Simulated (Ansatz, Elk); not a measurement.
# How far do independent atoms describe TaH3?

Structure refinements treat a crystal as free atoms side by side. For a made-up structure of TaH3 (cell and positions from a r2SCAN relaxation) the runs below show what the calculated density changes in F(hkl).

Calculated with Elk 11.2.3 (patched build); DFT, PBE, all-electron APW+lo, Dirac cores, scalar-relativistic bands, static density, no spin.

The structure was built from a prototype and need not be the compound's stable phase.

## Step 1: Starting point

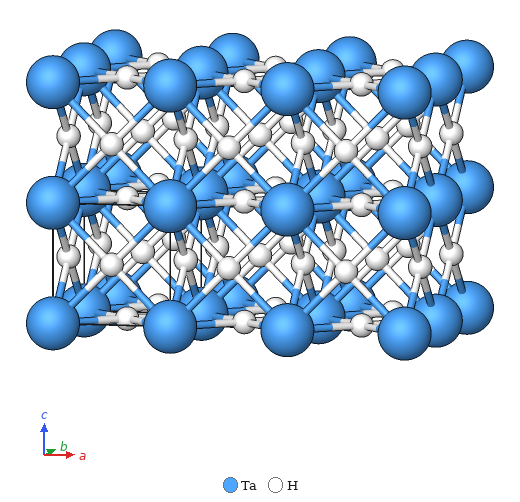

Start, viewed slightly off an axis; tantalum blue, hydrogen white. 3×2×2 cells are drawn. Some periodic images of atoms are drawn too.

## Step 2: Ground state and structure factors

An all-electron density is needed, since X-rays see the cores too. Task 0 finds the density and task 195 Fourier-transforms it; tshift is off so that phases refer to the origin typed.

File elk.in:

```
tasks
  0
  195

xctype
  20

spinpol
  .false.

rgkmax
  7.0

gmaxvr
  14.0

lmaxo
  7

lmaxapw
  8

swidth
  0.002

tshift
  .false.

ramdisk
  .false.

hmaxvr
  5.5

maxscl
  120

epspot
  1e-06

sppath
  './'

avec
  5.61904752287 -0.00000000000 -0.00000000000
  0.00000000000 5.61904752287 -0.00000000000
  -0.00000000000 -0.00000000000 5.61904752287

atoms
  2
  'Ta.in'
  1
  -0.0000000000 -0.0000000000 -0.0000000000   0.000000 0.000000 0.000000
  'H.in'
  3
  0.5000000000 0.5000000000 0.0000000000   0.000000 0.000000 0.000000
  0.5000000000 0.0000000000 0.5000000000   0.000000 0.000000 0.000000
  -0.0000000000 0.5000000000 0.5000000000   0.000000 0.000000 0.000000

ngridk
  8 8 8
```

Started as:

```sh
OMP_NUM_THREADS=4 elk
```

Numbers of over 12 decimals in the logs are rounded to 6 here.

The program printed:

```text
┌─────────────────────────┐
│ Elk code version 11.2.3 │
└─────────────────────────┘

All units are atomic (Hartree, Bohr, etc.)

┌─────────────────────────────────────────────────┐
│ Ground-state run starting from atomic densities │
└─────────────────────────────────────────────────┘

Lattice vectors :
   5.619047523      -0.000000000      -0.000000000
   0.000000000       5.619047523      -0.000000000
  -0.000000000      -0.000000000       5.619047523

Reciprocal lattice vectors :
   1.118194014       0.000000000       0.000000000
   0.000000000       1.118194014       0.000000000
   0.000000000       0.000000000       1.118194014

Unit cell volume      :    177.4140930
Brillouin zone volume :    1.398142668

Muffin-tin inner radius fraction :   0.1000000000E-01

Nuclei treated as point charges

Species : 1 (Ta)
 parameters loaded from : Ta.in
 name : tantalum
 nuclear charge    :   -73.00000000
 electronic charge :    73.00000000
 atomic mass :    329847.8435
 muffin-tin radius :    2.615511071
 number of radial points in muffin-tin :   1393
 inner part over the whole radius :   0.9999429752E-02
 number on inner part of muffin-tin    :    998
 approximate nuclear radius :   0.1005189763E-03
 number of mesh points to nuclear radius :    521
 atomic positions (lattice), magnetic fields (Cartesian) :
  1 :   0.00000000  0.00000000  0.00000000    0.00000000  0.00000000  0.00000000

Species : 2 (H)
 parameters loaded from : H.in
 name : hydrogen
 nuclear charge    :   -1.000000000
 electronic charge :    1.000000000
 atomic mass :    1837.362221
 muffin-tin radius :    1.307755536
 number of radial points in muffin-tin :    393
 inner part over the whole radius :   0.9936059670E-02
 number on inner part of muffin-tin    :    258
 approximate nuclear radius :   0.2766748019E-04
 number of mesh points to nuclear radius :     78
 atomic positions (lattice), magnetic fields (Cartesian) :
  1 :   0.50000000  0.50000000  0.00000000    0.00000000  0.00000000  0.00000000
  2 :   0.50000000  0.00000000  0.50000000    0.00000000  0.00000000  0.00000000
  3 :   0.00000000  0.50000000  0.50000000    0.00000000  0.00000000  0.00000000

Total number of atoms per unit cell :    4
Total muffin-tin volume :    103.0530846
 ratio of muffin-tin to unit cell volume :   0.5808618855

Spin treatment :
 spin-unpolarised

Number of Bravais lattice symmetries :   48
Number of crystal symmetries         :   48
Crystal has inversion symmetry
Real symmetric eigensolver will be used

k-point grid :      8     8     8
k-point offset :    0.000000000       0.000000000       0.000000000
k-point set is reduced with full crystal symmetry group
Total number of k-points :       35

Muffin-tin radius times maximum |G+k| :    7.000000000
 using average radius
Maximum |G+k| for APW functions       :    4.282145896
Maximum (1/2)|G+k|²                   :    9.168386736
Maximum |G| for potential and density :    14.00000000
Constant for pseudocharge density :    9
 order of it for each species :   16  16
 order of it for pair densities of each species (exact exchange by exxq0 0: 17) :   16   5
Radial integration step length :    1

G-vector grid sizes :     27    27    27
Number of G-vectors :     8217

Maximum angular momentum used for
 APW functions            :    8
 outer part of muffin-tin :    7
 inner part of muffin-tin :    2

Total nuclear charge    :   -76.00000000
Total core charge       :    46.00000000
Total valence charge    :    30.00000000
Total excess charge     :    0.000000000
Total electronic charge :    76.00000000

Effective Wigner radius, rₛ :   0.8229282499

Number of empty states         :     16
Total number of valence states :     32
Total number of core states    :     46

Third-order local-orbitals added for an l without core states : T
Total number of local-orbitals :     58

Exchange-correlation functional :     20     0     0
 Perdew-Burke-Ernzerhof, Phys. Rev. Lett. 77, 3865 (1996)
 gradient requirement :    1
[...]
electron entropic           :    -0.38218141176017E-03
 total energy                :     -15628.371648991

Density of states at Fermi energy :    28.45735931
 (states/Hartree/unit cell)

Estimated indirect band gap :   0.3371558259E-02
 from k-point 28 to k-point 9
Estimated direct band gap   :   0.1319487804E-01
 at k-point 4

Charges :
 core                        :    46.00000000
 valence                     :    30.00000000
 interstitial                :    2.551652011
 muffin-tins (core leakage)
  species : 1 (Ta)
   atom 1                    :    71.00251382     (  0.4679516010E-06)
  species : 2 (H)
   atom 1                    :   0.8152780563     (   0.000000000    )
   atom 2                    :   0.8152780563     (   0.000000000    )
   atom 3                    :   0.8152780563     (   0.000000000    )
 total in muffin-tins        :    73.44834799
 total calculated charge     :    75.99826446
 total charge                :    76.00000000
 error                       :   0.1735540944E-02

RMS change in Kohn-Sham potential (target) :    49.01083300     (  0.1000000000E-05)
Absolute change in total energy (target)   :   0.1221034993     (  0.1000000000E-03)

[... loops 3 to 19 left out ...]

┌──────────────────┐
│ Loop number : 20 │
└──────────────────┘

Energies :
 Fermi                       :     0.410898
 sum of occupied eigenvalues :     -9560.1602226317
 electron kinetic            :      17543.685988676
 core electron kinetic       :      16953.336110973
 Coulomb                     :     -32852.815216147
 Coulomb potential           :     -26686.878431833
 nuclear-nuclear             :     -1369.1921997872
 electron-nuclear            :     -36303.446281909
 Hartree                     :      4819.8232655491
 Madelung                    :     -19509.376000230
 xc potential                :     -416.96777947512
 exchange                    :     -314.19372606851
 correlation                 :     -4.529689
 electron entropic           :    -0.30620550422485E-03
 total energy                :     -15627.852948769

Density of states at Fermi energy :    19.97226788
 (states/Hartree/unit cell)

Estimated indirect band gap :   0.7034548031E-02
 from k-point 28 to k-point 4
Estimated direct band gap   :   0.1904203910E-01
 at k-point 17

Charges :
 core                        :    46.00000000
 valence                     :    30.00000000
 interstitial                :    2.458584113
 muffin-tins (core leakage)
  species : 1 (Ta)
   atom 1                    :    71.30894345     (  0.4187461755E-06)
  species : 2 (H)
[...]
total in muffin-tins        :    73.54141589
 total calculated charge     :    75.99832232
 total charge                :    76.00000000
 error                       :   0.1677678014E-02

RMS change in Kohn-Sham potential (target) :   0.3850203931E-06 (  0.1000000000E-05)
Absolute change in total energy (target)   :   0.2220913302E-06 (  0.1000000000E-03)

Convergence targets achieved

┌──────────────────┐
│ Loop number : 21 │
└──────────────────┘

Energies :
 Fermi                       :     0.410898
 sum of occupied eigenvalues :     -9560.1602227128
 electron kinetic            :      17543.685988577
 core electron kinetic       :      16953.336110901
 Coulomb                     :     -32852.815216100
 Coulomb potential           :     -26686.878431800
 nuclear-nuclear             :     -1369.1921997872
 electron-nuclear            :     -36303.446281849
 Hartree                     :      4819.8232655362
 Madelung                    :     -19509.376000200
 xc potential                :     -416.96777949029
 exchange                    :     -314.19372606807
 correlation                 :     -4.529689
 electron entropic           :    -0.30620550422791E-03
 total energy                :     -15627.852948821

Density of states at Fermi energy :    19.97226788
 (states/Hartree/unit cell)

Estimated indirect band gap :   0.7034548031E-02
 from k-point 28 to k-point 4
Estimated direct band gap   :   0.1904203910E-01
 at k-point 17

Charges :
 core                        :    46.00000000
 valence                     :    30.00000000
 interstitial                :    2.458584113
 muffin-tins (core leakage)
  species : 1 (Ta)
   atom 1                    :    71.30894345     (  0.4187453797E-06)
  species : 2 (H)
   atom 1                    :   0.7441574791     (   0.000000000    )
   atom 2                    :   0.7441574791     (   0.000000000    )
   atom 3                    :   0.7441574791     (   0.000000000    )
 total in muffin-tins        :    73.54141589
 total calculated charge     :    75.99832232
 total charge                :    76.00000000
 error                       :   0.1677678013E-02

┌──────────────────────────────┐
│ Self-consistent loop stopped │
└──────────────────────────────┘

Wrote STATE.OUT
```

It took 14 s on 4 threads of Intel Xeon Platinum 8375C at 2.90GHz (Ice Lake), shared host; peak memory 0.16 GiB; 42 s of CPU time.

SFACRHO.OUT:

```text

h k l indices transformed by vhmat matrix:
   1.000000000       0.000000000       0.000000000    
   0.000000000       1.000000000       0.000000000    
   0.000000000       0.000000000       1.000000000    

      h      k      l  multipl.   |H|            Re(F)            Im(F)           |F|

      0      0      0      1   0.0000000       76.000000     -0.13475955E-16   76.000000    
      0      0     -1      6   1.1181940       63.222404      0.12233285E-15   63.222404    
      1     -1      0     12   1.5813651       58.333875     -0.18509666E-17   58.333875    
     -1      1      1      8   1.9367688       56.180118      0.11480647E-15   56.180118    
      0      2      0      6   2.2363880       53.261229      0.19664379E-15   53.261229    
     -1     -2      0     24   2.5003578       49.718083      0.12451701E-15   49.718083    
     -1      1     -2     24   2.7390048       47.581112      0.19869403E-15   47.581112    
     -2      2      0     12   3.1627303       44.404245      0.18895804E-16   44.404245    
     -3      0      0      6   3.3545820       42.708156      0.24064125E-15   42.708156    
      2     -1      2     24   3.3545820       42.535140      0.60672658E-16   42.535140    
      1      3      0     24   3.5360400       41.279391     -0.36025319E-16   41.279391    
     -3     -1     -1     24   3.7086300       40.267296     -0.21270359E-15   40.267296    
     -2      2     -2      8   3.8735377       39.057593     -0.69025638E-16   39.057593    
      0     -2      3     24   4.0317059       37.842596     -0.15776901E-15   37.842596    
      1     -3     -2     48   4.1838989       36.868437     -0.15132963E-16   36.868437    
      0      0      4      6   4.4727761       35.326625     -0.21802607E-16   35.326625    
     -2      2     -3     24   4.6104320       34.329775      0.52306286E-16   34.329775    
      1      0     -4     24   4.6104320       34.382591     -0.26621792E-16   34.382591
```

Elk indexes on the primitive cell of elk.in and gives |H| = 4π sin θ/λ in inverse bohr. Below, one row stands for each form hkl of the conventional cell (m members, Friedel mates merged), F is for one primitive cell and the density is static (no thermal factor). Free-atom factors are Waasmaier and Kirfel's, and R is Σm||F|−|F'||/Σm|F|.

```
hkl   m  sin θ/λ (Å⁻¹)  abs F, DFT  neutral atoms   diff.
100   6          0.168      63.222         63.317  -0.095
110  12          0.238      58.334         58.665  -0.331
111   8          0.291      56.180         56.221  -0.041
200   6          0.336      53.261         53.037  +0.224
210  24          0.376      49.718         49.773  -0.055
211  24          0.412      47.581         47.636  -0.055
220  12          0.476      44.404         44.445  -0.040
300   6          0.504      42.708         42.643  +0.065
221  24          0.504      42.535         42.643  -0.108
310  24          0.532      41.279         41.311  -0.032
311  24          0.558      40.267         40.300  -0.033
222   8          0.583      39.058         39.160  -0.102
320  24          0.606      37.843         37.951  -0.109
321  48          0.629      36.868         36.991  -0.123
400   6          0.673      35.327         35.360  -0.033
322  24          0.693      34.330         34.454  -0.124
410  24          0.693      34.383         34.454  -0.071
411  24          0.713      33.627         33.701  -0.075
```

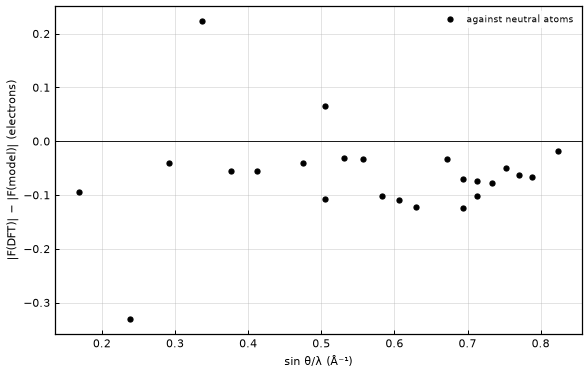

Difference between the calculated structure factors and the independent-atom ones.

## Step 3: The highest occupied states alone

An energy window below the Fermi level keeps the highest occupied states, to see at which angles they scatter; shallow core shells can lie inside it and anion s states outside. No new self-consistency is needed.

elk.in, as its differences from that of step 2:

```diff
@@ -1,3 +1,2 @@
 tasks
-  0
   195
@@ -40,2 +39,5 @@
 
+wsfac
+  -0.140340 0.710900
+
 sppath
```

Started as:

```sh
OMP_NUM_THREADS=4 elk
```

The program printed:

```text
┌─────────────────────────────────┐
│ Elk code version 11.2.3 started │
└─────────────────────────────────┘

Info(readinput): the functional depends on the density's gradient
 muffin-tin radial points multiplied by    2.00000
 (not where nrmtscf is given)

┌────────────────────┐
│ Current task : 195 │
└────────────────────┘
Info(checkmt): changed muffin-tin radius of species 1 (Ta) from   2.8000 to   2.6155
Info(checkmt): changed muffin-tin radius of species 2 (H) from   1.4000 to   1.3078

Info(sfacrho): density structure factors written to SFACRHO.OUT

 Energy window :  -0.1403400000      0.7109000000

┌──────────────────┐
│ Elk code stopped │
└──────────────────┘
```

Elapsed: 1.9 s, on 4 threads; peak memory 0.16 GiB; 3.2 s of CPU time.

States within 15 eV below the Fermi level hold 8.00 electrons; any levels below the window count with the cores. Their amplitudes can exceed the total, where window and core parts have opposite phase:

| hkl | sin θ/λ (Å⁻¹) | abs F, window | abs F, all |
| --- | --- | --- | --- |
| 100 | 0.168 | 0.407 | 63.222 |
| 110 | 0.238 | 0.315 | 58.334 |
| 111 | 0.291 | 0.959 | 56.180 |
| 200 | 0.336 | 0.921 | 53.261 |
| 210 | 0.376 | 0.150 | 49.718 |
| 211 | 0.412 | 0.148 | 47.581 |
| 220 | 0.476 | 0.227 | 44.404 |
| 300 | 0.504 | 0.028 | 42.708 |
| 221 | 0.504 | 0.143 | 42.535 |
| 310 | 0.532 | 0.041 | 41.279 |

[end of part 1 of 2]

[Logs are printed without paths, hosts, clocks, repeated set-up lines and the standing remarks that a program may print on its own settings, such as how far it seeks lower states.]

[Hosts, paths, dates, database ids (printed as entryN), source tags and the programs' standing remarks are cut or masked in the printed files.]
